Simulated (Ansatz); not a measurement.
Process, species as SMILES: [C-]#[NH+] (C-NH) + 3 [H][H] (H2) → C (CH4) + N (NH3)
B3LYP-D3(BJ)/def2-TZVP geometries, fixed; electronic energies without zero-point terms.

Basis-set convergence of the energy of full hydrogenation at HF with Ansatz (an electronic-structure program). All functions are spherical. No added dispersion term, no relativity. Functions are those of the species that has most. Reference: the value in aug-cc-pVQZ, -88.02 kcal/mol, itself unsure by roughly 0.09 kcal/mol (its mean distance from def2-QZVPPD, pcseg-3, def2-QZVPP). Deviations are taken from unrounded values.

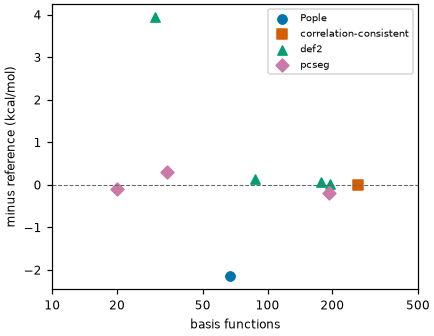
Fig. 1. Deviation from the reference against the number of basis functions, by family of sets.

```tsv
basis	functions	energy of full hydrogenation (kcal/mol)	minus reference (kcal/mol)
pcseg-0	20	-88.11	-0.09
def2-SV(P)	30	-84.08	3.95
pcseg-1	34	-87.72	0.30
6-311++G(2d,2p)	67	-90.17	-2.15
def2-TZVPP	87	-87.87	0.15
def2-QZVPP	177	-87.95	0.07
pcseg-3	192	-88.20	-0.18
def2-QZVPPD	195	-88.01	0.01
aug-cc-pVQZ	264	-88.02	0.00
```
